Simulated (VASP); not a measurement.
Consider the following.

```
CELL_PARAMETERS angstrom
      0.00000     2.30258     2.30258
      2.30258     0.00000     2.30258
      2.30258     2.30258     0.00000
ATOMIC_POSITIONS crystal
  Hf 0.00000 0.00000 0.00000
  C  0.50000 0.50000 0.50000
```

All values below come from PBEsol GGA, VASP's PBE PAW potentials (set 64) (plane waves; VASP). Settings: 520 eV cut-off, 15×15×15 Γ-centred mesh, tetrahedra with Blöchl corrections, potentials Hf_pv C.

Unless said otherwise, spin-orbit coupling is left out, though it shifts the bands of the heavy elements here.

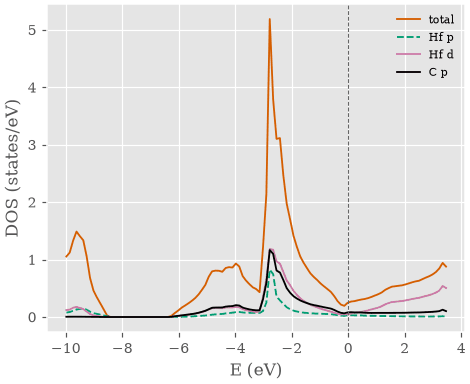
Total and projected density of states, zero at the Fermi level

Within 2 eV below the Fermi level the largest weight inside VASP's projection spheres is C p, then Hf d.

It has no gap at this level: it comes out as a metal or semimetal.

The structure was generated: HfC was put into the rock salt type (Fm-3m), which need not be its known phase. It was relaxed first, which changed the volume by -39 %.
